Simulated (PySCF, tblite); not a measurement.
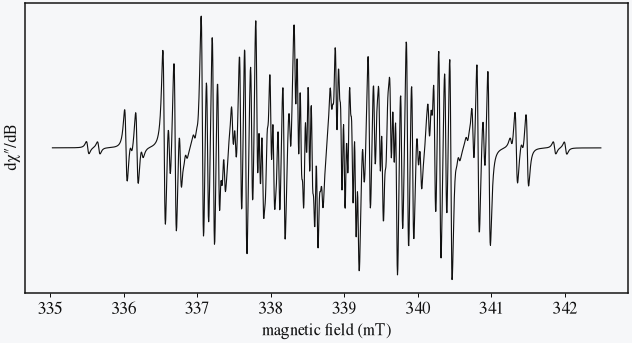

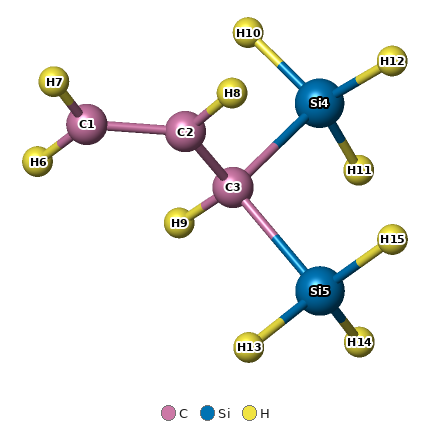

First-order isotropic EPR spectrum (fast tumbling, first derivative) of C₃H₁₀Si₂⁺, SMILES [CH2+][CH]C([SiH3])[SiH3], doublet at 9.50 GHz, Lorentzian lines of 0.06 mT full width at half height, from computed g and hyperfine couplings (B3LYP/pcH-1, PySCF, at a GFN2-xTB geometry (a minimum by its frequencies), gas phase); values of one conformer, averaged over methyl-type rotors alone; other conformers aren't averaged in; no vibrational averaging; dilute isotopes left out. The SMILES is one Lewis form and needn't show where the spin sits.

Which couplings does the calculation give? The spectrum shows the sizes of those above the line width, not their signs.

Answer.
```
                      nuclei  isotope  a (mT)  a (MHz)
                          H7       ¹H   −1.34    −37.6
                          H6       ¹H   −1.30    −36.3
                          H9       ¹H   −0.59    −16.6
H10, H11, H12, H13, H14, H15       ¹H    0.52     14.6
                          H8       ¹H   −0.15     −4.1
```

What is the g value, and how wide is the spectrum?

Answer. g_iso = 2.0036, which centres the spectrum at 338.8 mT; it spans 6.5 mT.

Caveats: the tight-binding geometry is rougher than a DFT one and adds to the error.
